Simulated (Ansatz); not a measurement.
System: Al$_{2}$BrH$_{3}$Si.

Input

```
crystal:
  periodic: [false, false, false]
  atoms:
    - {symbol: Br, position_ang: [-1.283816, -1.575140, 0.986744]}
    - {symbol: Si, position_ang: [-1.016715, 0.138772, -0.674268]}
    - {symbol: Al, position_ang: [0.672296, 0.013122, 1.228091]}
    - {symbol: Al, position_ang: [1.275594, -0.137816, -1.186441]}
    - {symbol: H, position_ang: [-2.465756, 0.437960, -0.906383]}
    - {symbol: H, position_ang: [0.824791, 0.321806, 2.774415]}
    - {symbol: H, position_ang: [2.054807, 0.733297, -2.267857]}
basis:
  gaussian: {orbitals: def2-TZVPP}
hamiltonian: {xc: pbe0, dispersion: d4}
output: {orbitals: {seedname: orbitals}}
```

Launched as:

```sh
ansatz run in.yaml --threads 2 --pin off --events-out ev --progress --plain --max-ram 4352MiB
```

Geometry: PBE0-D4/def2-TZVP.

Level of theory: RKS PBE0-D4/def2-TZVPP (Ansatz).

Question: What can the converged electron density and electron localisation function tell about the bonding?

Answer: Al–Si (2.37 Å): ρ at the midpoint is about 0.45 e/Å³; the ELF peaks at about 0.90 between the atoms (a shared electron pair).
Al–Al (2.49 Å): ρ at the midpoint is about 0.36 e/Å³; the ELF peaks at about 0.90 between the atoms, as expected for a shared electron pair.
Si–H (1.50 Å): ρ at the midpoint is about 0.79 e/Å³; the ELF climbs to about 1 towards the hydrogen, as it does in any bond to H.
Al–Si (2.55 Å): ρ is about 0.33 e/Å³ halfway, with its minimum of 0.29 e/Å³ about 1.0 Å from Al; the ELF peaks at about 0.70 in the valence shell of Si, 1.1 Å from its nucleus, and is about 0.65 at the midpoint.

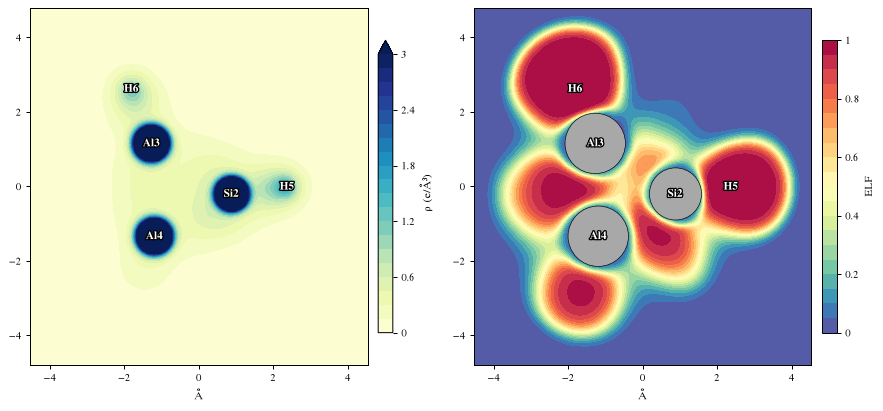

Computed electron density and electron localisation function on the plane of atoms Si2, Al4 and Al3, in this order. Grey discs cover the atomic cores in the ELF map. 
